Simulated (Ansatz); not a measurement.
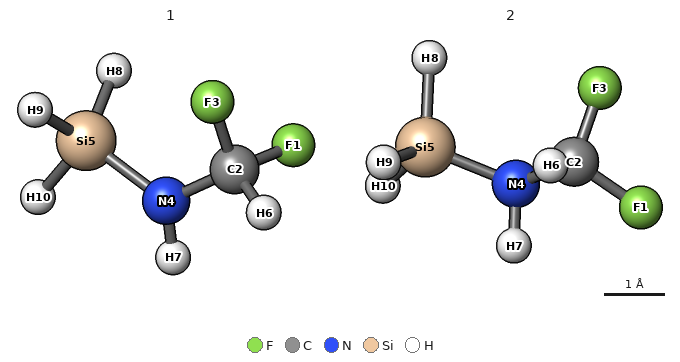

Two geometries of CH5F2NSi (coarse preliminary run), drawn at one scale. One is the start of a relaxation, the other its converged end. The picture is a ball-and-stick view, seen at a tilt.

All numbers below come from RKS PBE-D4/def2-SVP (Ansatz). Settings: force threshold 0.03 eV/Å; at most 200 steps.

Which geometry has the lower energy?

Answer. Structure 1 is the relaxed one. The start comes from a force field. The largest move after the best rigid fit is that of F3, 1.29 Å. By element the largest moves are F 1.29 Å, H 1.21 Å, N 0.60 Å, C 0.14 Å, Si 0.11 Å. Some distances before and after: N4–Si5 1.632 → 1.771 Å, C2–N4 1.485 → 1.403 Å, Si5–H10 1.447 → 1.502 Å, C2–F3 1.324 → 1.371 Å. Among the angles between lasting bonds that change: C2–N4–H7 102.1° → 114.5°, Si5–N4–H7 110.3° → 119.0°, F1–C2–H6 111.3° → 106.5°. After 19 accepted moves (24 points after the start) the energy has fallen by 67.7 kJ/mol. The largest force component goes from 4.1 to 0.025 eV/Å. The line search rejected the trial steps at points 3, 7, 13, 17, 19 of the run. The forces were under the threshold at step 20, but the run went on from there. Cost: 28 s on 4 threads of Arm Neoverse V1 (shared host).
